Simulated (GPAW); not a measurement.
# How the functional moves the magnetism of free-standing square Mo monolayer, spacing 3.288 A, part 2 of 2

Two starts of free-standing square Mo monolayer, spacing 3.288 A are run at each set of the functional. What moves?

GPAW 26.7.0; several functionals; plane waves with GPAW's PAW setups, scalar-relativistic.

So far, largest spin moment in the augmentation sphere (μB): step 2 (rung 1 (LDA), start ferro +) 2.75; step 4 (rung 2 (PBE), start ferro +) 2.85; step 5 (rung 2 (PBE), start antiferro q=(0,1/2,0) +-) 3.42; step 6 (rung 3 (revPBE), start ferro +) 3.11; step 7 (rung 3 (revPBE), start antiferro q=(0,1/2,0) +-) 3.50.

## 8. Set 4 (RPBE), start ferro +

Level of this step: RPBE; plane waves with GPAW's PAW setups, scalar-relativistic (GPAW).

order1.py

```python
import json
import numpy as np
from ase import Atoms
from ase.parallel import paropen, parprint
from gpaw import GPAW

atoms = Atoms(['Mo'],
    cell=[[3.288, 0.0, 0.0],
         [0.0, 3.288, 0.0],
         [0.0, 0.0, 14.0]],
    scaled_positions=[[0.0, 0.0, 0.5]],
    pbc=True,
    magmoms=[1.0])
atoms.calc = GPAW(mode={'name': 'pw', 'ecut': 600},
    xc='RPBE',
    kpts={'size': (8, 8, 1), 'gamma': True},
    occupations={'name': 'fermi-dirac', 'width': 0.05},
    convergence={'density': 1e-05, 'energy': 1e-05},
    maxiter=200,
    symmetry={'tolerance': 1e-4},
    txt='order1.txt')
e = atoms.get_potential_energy(force_consistent=True)
res = {'free_energy': e, 'energy_sigma0': atoms.get_potential_energy(), 'fermi_energy': atoms.calc.get_fermi_level()}
res['moments'] = atoms.get_magnetic_moments().tolist()
res['total'] = atoms.get_magnetic_moment()
parprint('site moments (muB):', np.round(res['moments'], 3))
parprint(f"total moment: {res['total']:.3f} muB")
parprint(f'free energy: {e:.6f} eV')
atoms.calc.write('order1.gpw')
with paropen('results.json', 'w') as f:
    json.dump(res, f)
```

Launch:

```console
OMP_NUM_THREADS=1 python3 order1.py > order1.log
```

Output:

```text
site moments (muB): [3.162]
total moment: 4.217 muB
free energy: -6.078505 eV

--- order1.txt ---
Input parameters:
  mode=PW(ecut=600),
  convergence={'density': 1e-05, 'energy': 1e-05},
  kpts=MonkhorstPack(size=(8, 8, 1), gamma=True),
  maxiter=200,
  occupations=Occupations(name='fermi-dirac', width=0.05),
  symmetry=Symmetry(tolerance=0.0001),
  xc=XC(name='RPBE')

Diagonalizing LCAO Hamiltonian
[...]
|          3 |       -37.841 |     1.000 |       -35.231 |     1.000 |
|          4 |        -5.779 |     1.000 |        -4.468 |     1.000 |
[...]
|          9 |        -1.610 |     0.000 |         0.689 |     0.000 |
|         10 |        -1.281 |     0.000 |         0.750 |     0.000 |
|         11 |         1.439 |     0.000 |         1.865 |     0.000 |
|         12 |         2.473 |     0.000 |         3.052 |     0.000 |

No gap
No difference between direct/indirect transitions


[key lines of the parts left out:]
Free energy:      -6.078505
Converged in 23 steps
dipole moment: (-12.099506, -12.099506, 0.000002)  # |e|*Ang
Fermi level: -2.159
```

Wall time 41 s (1 MPI rank of Intel Xeon Platinum 8488C (Sapphire Rapids), shared host); peak memory 0.25 GiB.

This step gave:

```
magnetization  : 4.217 μB
final state    : ferromagnetic
largest moment : 3.162 μB
```

The largest moment moves by +0.05 μB from set 3, at 1.0 times its CPU time.

## 9. Set 4 (RPBE), start antiferro q=(0,1/2,0) +-

order2.py

```python
import json
import numpy as np
from ase import Atoms
from ase.parallel import paropen, parprint
from gpaw import GPAW

atoms = Atoms(['Mo', 'Mo'],
    cell=[[3.288, 0.0, 0.0],
         [0.0, 6.576, 0.0],
         [0.0, 0.0, 14.0]],
    scaled_positions=[[0.0, 0.0, 0.5],
         [0.0, 0.5, 0.5]],
    pbc=True,
    magmoms=[1.0, -1.0])
atoms.calc = GPAW(mode={'name': 'pw', 'ecut': 600},
    xc='RPBE',
    kpts={'size': (8, 4, 1), 'gamma': True},
    occupations={'name': 'fermi-dirac', 'width': 0.05},
    convergence={'density': 1e-05, 'energy': 1e-05},
    maxiter=200,
    symmetry={'tolerance': 1e-4},
    txt='order2.txt')
e = atoms.get_potential_energy(force_consistent=True)
res = {'free_energy': e, 'energy_sigma0': atoms.get_potential_energy(), 'fermi_energy': atoms.calc.get_fermi_level()}
res['moments'] = atoms.get_magnetic_moments().tolist()
res['total'] = atoms.get_magnetic_moment()
parprint('site moments (muB):', np.round(res['moments'], 3))
parprint(f"total moment: {res['total']:.3f} muB")
parprint(f'free energy: {e:.6f} eV')
atoms.calc.write('order2.gpw')
with paropen('results.json', 'w') as f:
    json.dump(res, f)
```

Launch:

```console
OMP_NUM_THREADS=1 python3 order2.py > order2.log
```

Output:

```text
site moments (muB): [ 3.511 -3.511]
total moment: 0.000 muB
free energy: -12.943931 eV

--- order2.txt ---
Input parameters:
  mode=PW(ecut=600),
  convergence={'density': 1e-05, 'energy': 1e-05},
  kpts=MonkhorstPack(size=(8, 4, 1), gamma=True),
  maxiter=200,
  occupations=Occupations(name='fermi-dirac', width=0.05),
  symmetry=Symmetry(tolerance=0.0001),
  xc=XC(name='RPBE')

Diagonalizing LCAO Hamiltonian
[...]
|          8 |        -5.502 |     1.000 |        -5.502 |     1.000 |
|          9 |        -4.337 |     1.000 |        -4.337 |     1.000 |
[...]
|         17 |        -0.396 |     0.000 |        -0.396 |     0.000 |
|         18 |        -0.007 |     0.000 |        -0.007 |     0.000 |
|         19 |         0.705 |     0.000 |         0.705 |     0.000 |
|         20 |         0.840 |     0.000 |         0.840 |     0.000 |

No gap
No difference between direct/indirect transitions


[key lines of the parts left out:]
Free energy:     -12.943931
Converged in 21 steps
dipole moment: (-24.173938, -24.173937, 0.000003)  # |e|*Ang
Fermi level: -2.197
```

Wall time 2.2 min (1 MPI rank); peak memory 0.43 GiB.

Numbers from this step:

```
magnetization  : 0 μB
final state    : antiferromagnetic
largest moment : 3.511 μB
```

This start lies -393.5 meV a seeded atom from the first, a change of -7.1 meV since set 3; its largest moment is 3.51 μB.

## 10. Set 5 (TPSS), start ferro +

order1.py is the script of step 8 with these lines changed:

```diff
@@ -14,3 +14,3 @@
 atoms.calc = GPAW(mode={'name': 'pw', 'ecut': 600},
-    xc='RPBE',
+    xc='TPSS',
     kpts={'size': (8, 8, 1), 'gamma': True},
@@ -19,2 +19,3 @@
     maxiter=200,
+    eigensolver='davidson',
     symmetry={'tolerance': 1e-4},
```

Launch:

```console
OMP_NUM_THREADS=1 python3 order1.py > order1.log
```

Output:

```text
AssertionError

--- order1.txt ---
Input parameters:
  mode=PW(ecut=600),
  convergence={'density': 1e-05, 'energy': 1e-05},
  eigensolver=Davidson(niter=2),
  kpts=MonkhorstPack(size=(8, 8, 1), gamma=True),
  maxiter=200,
  occupations=Occupations(name='fermi-dirac', width=0.05),
  symmetry=Symmetry(tolerance=0.0001),
  xc=XC(name='TPSS')

Diagonalizing LCAO Hamiltonian
Converting LCAO to pw mode
   .-------.
  /|       |
 * |       |
 | |       |
 | |       |
 | |       |
 | |       |
 | |       |
[...]
Mo|       |
[...]
| |       |
[...]
Cutoff: 600.0 eV

Spin-components: 2 (collinear spins)
Bands:           13
Projectors:      6
Spin-degeneracy: 1
Datatype:        complex128

Parallelization:
  kpt:    1
  domain: 1
  band:   1

Density:
  Valence electrons: 14.0
  Components: 2
  Grid points: [20 20 80]
  Charge: 0.0  # |e|

Potential:
  Grid points: [20 20 80]

[... setups left out ...]
Reference energy: -110134.072632  # eV

convergence criteria:
- Maximum integral of absolute [dens]ity change: 1e-05 electrons / valence electron
- Maximum [total energy] change in last 3 cyles: 1e-05 eV / valence electron
- Maximum integral of absolute [eigenst]ate change: 4e-08 eV^2 / valence electron
maximum number of iterations: 200
```

Wall time 8 s (1 MPI rank); peak memory 0.31 GiB.

The program refused the input before any cycle.

## 11. Set 5 (TPSS), start antiferro q=(0,1/2,0) +-

order2.py is the script of step 9 with these lines changed:

```diff
@@ -15,3 +15,3 @@
 atoms.calc = GPAW(mode={'name': 'pw', 'ecut': 600},
-    xc='RPBE',
+    xc='TPSS',
     kpts={'size': (8, 4, 1), 'gamma': True},
@@ -20,2 +20,3 @@
     maxiter=200,
+    eigensolver='davidson',
     symmetry={'tolerance': 1e-4},
```

Launch:

```console
OMP_NUM_THREADS=1 python3 order2.py > order2.log
```

Output:

```text
AssertionError

--- order2.txt ---
Input parameters:
  mode=PW(ecut=600),
  convergence={'density': 1e-05, 'energy': 1e-05},
  eigensolver=Davidson(niter=2),
  kpts=MonkhorstPack(size=(8, 4, 1), gamma=True),
  maxiter=200,
  occupations=Occupations(name='fermi-dirac', width=0.05),
  symmetry=Symmetry(tolerance=0.0001),
  xc=XC(name='TPSS')

Diagonalizing LCAO Hamiltonian
Converting LCAO to pw mode
     .-------.
    /|       |
   / |       |
  /  |       |
 *   |       |
 |   |       |
 |   |       |
 |   |       |
 |   |       |
 |   |       |
 | Mo|       |
 |   |       |
[...]
Cutoff: 600.0 eV

Spin-components: 2 (collinear spins)
Bands:           21
Projectors:      12
Spin-degeneracy: 1
Datatype:        complex128

Parallelization:
  kpt:    1
  domain: 1
  band:   1

Density:
  Valence electrons: 28.0
  Components: 2
  Grid points: [20 40 80]
  Charge: 0.0  # |e|

Potential:
  Grid points: [20 40 80]

[... setups left out ...]
Reference energy: -220268.145263  # eV

convergence criteria:
- Maximum integral of absolute [dens]ity change: 1e-05 electrons / valence electron
- Maximum [total energy] change in last 3 cyles: 1e-05 eV / valence electron
- Maximum integral of absolute [eigenst]ate change: 4e-08 eV^2 / valence electron
maximum number of iterations: 200
```

It took 19 s on 1 MPI rank; peak memory 0.47 GiB.

The input was rejected at the start.

## 12. Another try

A slip in the input shows what the program catches and what it lets pass.

run.py

```python
import json
import numpy as np
from ase import Atoms
from ase.parallel import paropen, parprint
from gpaw import GPAW

atoms = Atoms(['Mo'],
    cell=[[3.288, 0.0, 0.0],
         [0.0, 3.288, 0.0],
         [0.0, 0.0, 14.0]],
    scaled_positions=[[0.0, 0.0, 0.5]],
    pbc=True,
    magmoms=[1.0])
atoms.calc = GPAW(mode={'name': 'pw', 'ecut': 600},
    xc='LDA',
    kpts={'size': (8, 8, 1), 'gamma': True},
    occupations={'name': 'fermi-dirac', 'width': 0.05},
    convergence={'density': 1e-05, 'energy': 1e-05},
    maxiter=4,
    symmetry={'tolerance': 1e-4},
    txt='run.txt')
e = atoms.get_potential_energy(force_consistent=True)
res = {'free_energy': e, 'energy_sigma0': atoms.get_potential_energy(), 'fermi_energy': atoms.calc.get_fermi_level()}
res['moments'] = atoms.get_magnetic_moments().tolist()
res['total'] = atoms.get_magnetic_moment()
parprint('site moments (muB):', np.round(res['moments'], 3))
parprint(f"total moment: {res['total']:.3f} muB")
parprint(f'free energy: {e:.6f} eV')
atoms.calc.write('run.gpw')
with paropen('results.json', 'w') as f:
    json.dump(res, f)
```

Launch:

```console
OMP_NUM_THREADS=1 python3 run.py > run.log
```

Output:

```text
gpaw.KohnShamConvergenceError

--- run.txt ---
Input parameters:
  mode=PW(ecut=600),
  convergence={'density': 1e-05, 'energy': 1e-05},
  kpts=MonkhorstPack(size=(8, 8, 1), gamma=True),
  maxiter=4,
  occupations=Occupations(name='fermi-dirac', width=0.05),
  symmetry=Symmetry(tolerance=0.0001),
  xc=XC(name='LDA')

Diagonalizing LCAO Hamiltonian
Converting LCAO to pw mode
   .-------.
  /|       |
 * |       |
 | |       |
 | |       |
 | |       |
 | |       |
 | |       |
[...]
Mo|       |
[...]
| |       |
 | |       |
 | |       |
 | |       |
 | .-------.
 |/       /
 *-------*

Atoms  # Å, Bohr magnetons
|   | symbol |        x |        y |        z |    initial magnetic moments |
|---|--------|----------|----------|----------|-----------------------------|
| 0 |     Mo | 0.000000 | 0.000000 | 7.000000 | ( 0.0000,  0.0000,  1.0000) |

Number of symmetries: 16

BZ-sampling:
  Number of BZ points: 64
  Number of IBZ points: 15

  Monkhorst-Pack size: [8, 8, 1]
  Monkhorst-Pack shift: [0.0625, 0.0625, 0.0]

Plane wave coefficients: 5111
Cutoff: 600.0 eV

Spin-components: 2 (collinear spins)
Bands:           13
Projectors:      6
Spin-degeneracy: 1
Datatype:        complex128

Parallelization:
  kpt:    1
  domain: 1
  band:   1

Density:
  Valence electrons: 14.0
  Components: 2
  Grid points: [20 20 80]
  Charge: 0.0  # |e|

Potential:
  Grid points: [20 20 80]

[... setups left out ...]
Reference energy: -110019.813038  # eV

convergence criteria:
- Maximum integral of absolute [dens]ity change: 1e-05 electrons / valence electron
- Maximum [total energy] change in last 3 cyles: 1e-05 eV / valence electron
- Maximum integral of absolute [eigenst]ate change: 4e-08 eV^2 / valence electron
maximum number of iterations: 4

SCF iterations
|iter     |      energy | eigst |  dens |  magmom |
|---------|-------------|-------|-------|---------|
|iter:   1|       0s |   -5.997794 | +0.17 |       |  +0.9903|
|iter:   2|       2s |   -5.957145 | -1.27 | -0.97 |  +0.9833|
|iter:   3|       3s |   -5.886259 | -1.63 | -1.02 |  +1.0377|
|iter:   4|       5s |   -5.954095 | -2.38 | -1.30 |  +1.2620|
```

Elapsed: 10 s, on 1 MPI rank; peak memory 0.23 GiB.

No converged result was reached; the numbers in the log don't describe the system.

The fault put into the input: too few SCF iterations.

The limit on cycles came before convergence; raising it mends this.

## 13. The sets together

List, by row:

| set | functional | state from the first start | state from the second start | second less first (meV a seeded atom) | moment, first (μB) | moment, second (μB) | CPU time (s) |
| --- | --- | --- | --- | --- | --- | --- | --- |
| 1 | LDA | ferromagnetic | antiferromagnetic | -261.8 | 2.752 | 3.039 | 174 |
| 2 | PBE | ferromagnetic | antiferromagnetic | -347.7 | 2.85 | 3.423 | 192.9 |
| 3 | revPBE | ferromagnetic | antiferromagnetic | -386.3 | 3.112 | 3.504 | 174.7 |
| 4 | RPBE | ferromagnetic | antiferromagnetic | -393.5 | 3.162 | 3.511 | 175.3 |

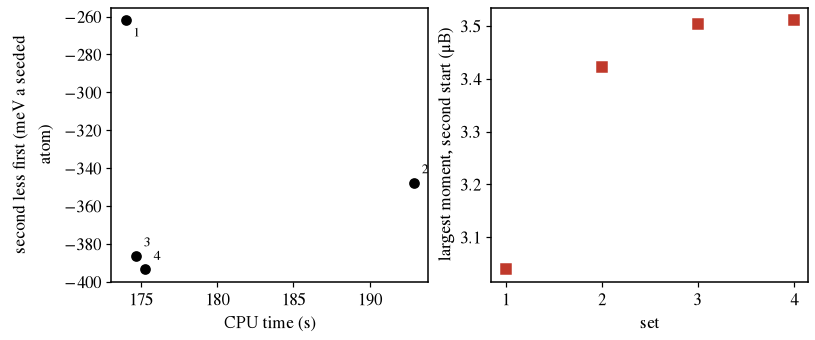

Result against cost, sets numbered as in the table, and the moment by set.

## 14. Results

| Property | Result |
| --- | --- |
| range of the moment in the table, second start | 3.04 to 3.51 μB |
| range of CPU time | 2.9 min to 3.2 min |
| range of the energy difference | -393 to -262 meV a seeded atom |

In words: For the second start the functionals give moments from 3.04 to 3.51 μB and energy differences from -393 to -262 meV a seeded atom, a spread that no finer setting would remove; all use the same cell, so differences in their own lattice constants don't enter. The second start ends lower on every set of the table. Set 5 gave no pair of finished runs and is missing from the table.

[Logs and program files are shortened in this print: banners, set-up blocks, solver, clock and traceback lines can be left out without a mark of their own.]

[Logs are printed without paths, hosts, clocks, repeated set-up lines and the standing remarks that a program may print on its own settings, such as how far it seeks lower states.]

[Hosts, paths, dates, database ids (printed as entryN), source tags and the programs' standing remarks are cut or masked in the printed files.]

[Where a cell is said to come from a database of computed structures, the database is the Materials Project.]
